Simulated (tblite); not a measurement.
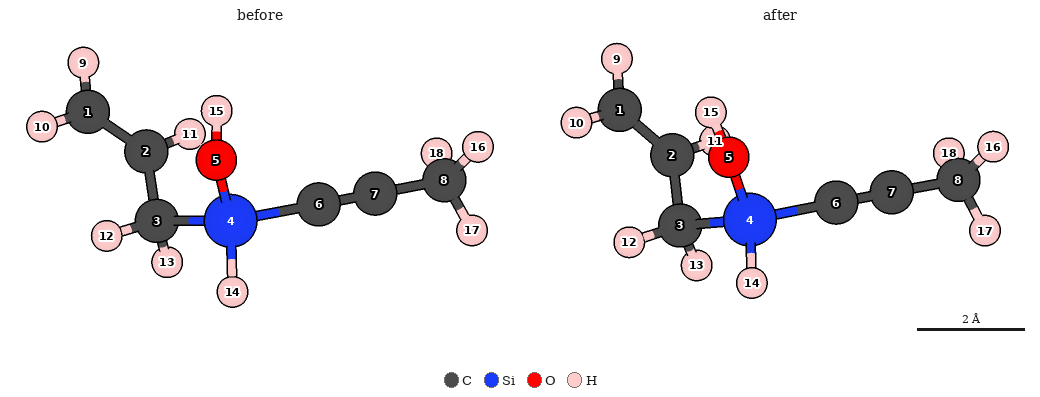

The structure of C₆H₁₀OSi before (left) and after (right) a relaxation, at one scale.

A ball-and-stick model, seen from a free direction.

The calculation used tblite, GFN2-xTB geometry optimisation, gas phase. 

**What changed between the two?**

The atom that moves furthest after the best rigid fit is H15 (0.50 Å). By element the largest moves are H 0.50 Å, C 0.27 Å, O 0.19 Å, Si 0.05 Å. Some distances before and after: Si4–O5 1.683 → 1.628 Å, C3–Si4 1.879 → 1.920 Å, C2–C3 1.518 → 1.485 Å, Si4–H14 1.490 → 1.458 Å. Bond angles that change, for instance: Si4–O5–H15 113.9° → 121.1°, C2–C3–Si4 115.5° → 110.1°, C3–Si4–H14 108.4° → 113.1°. Groups turn about Si4–O5 by about 20°. Over 75 geometry steps the energy falls by 0.169 eV.
